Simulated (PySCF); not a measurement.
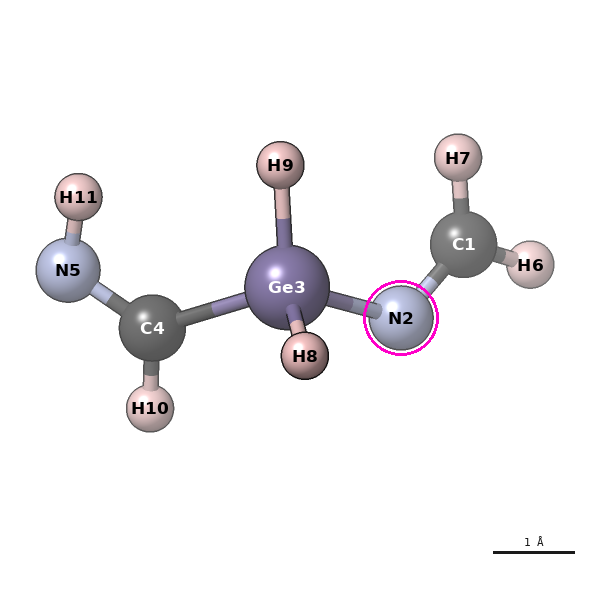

Orthographic view. Depth is shown by fading: the farther an atom, the more it takes the colour of the background. The computed structure is the end point of a PBE0-D3(BJ)/def2-SVP optimisation. No frequency run is at hand to confirm it as a minimum.

Which atoms are bonded to the circled atom?

The circled atom is N2; it is bonded to C1, Ge3.

Which atom is nearest the viewer?

H8, 2.0 Å in front of the mean position.

What is the shortest path along bonds from the circled atom to H10?

N2–Ge3–C4–H10, 3 bonds; through space the two are 3.31 Å apart.

Which atom is farthest from the viewer?

H6, 1.5 Å behind the mean position.
